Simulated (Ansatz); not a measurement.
The starting structures come from a database of crystals and need not be the phases stable at ambient conditions.

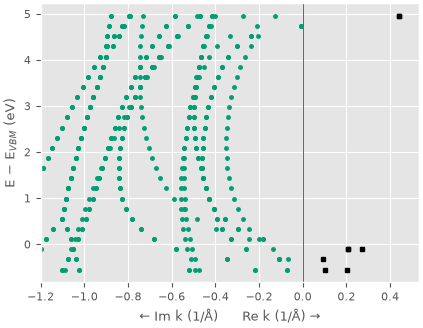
Complex bands at the centre of the two-dimensional zone; Ansatz (a program for electronic structure) with r2SCAN

No gap correction and no spin-orbit coupling; mid-gap values are interpolated between computed energies.

**Question.** This is Cs$_{2}$NaYBr$_{6}$ (Fm-3m, not sure to be the ambient phase, 10 atoms a cell, 38.1 Å³ an atom) along the normal of (111). Read off the slowest decay at the centre of the two-dimensional zone at 2.31 eV, the computed energy nearest the middle of the gap.

**Answer.** κ ≈ 0.35 1/Å, a decay length 1/(2κ) of the density of 1.4 Å.
